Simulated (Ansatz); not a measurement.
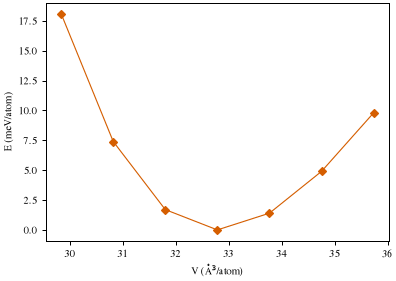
Figure: HgTe (L1₀ or tetragonal B2, space group No. 123) under volume change, PBE (plane waves, PAW; program Ansatz), shape and atoms relaxed at each volume.

### Question
What does a third-order Birch–Murnaghan fit give for V₀, B₀ and B′?

### Answer
V₀ = 32.81 Å³/atom, B₀ = 15.8 GPa, B′ = 8.7.

Space group P4/mmm (L1₀ or tetragonal B2). A made-up cell: these elements were put on the sites of a structure type; neither database checked (COD, Materials Project) lists it. It is not the phase usual at ambient conditions (space group No. 216). Symmetry was held in the PBE relaxation; its stability against distortions is not shown here. A crystal of weakly bound layers computed without a dispersion correction: the cell and the soft elastic constants depend strongly on that. Scalar-relativistic: spin–orbit coupling is off unless named, which matters more the heavier the elements.

Potentials: the later of the program's two PAW sets.
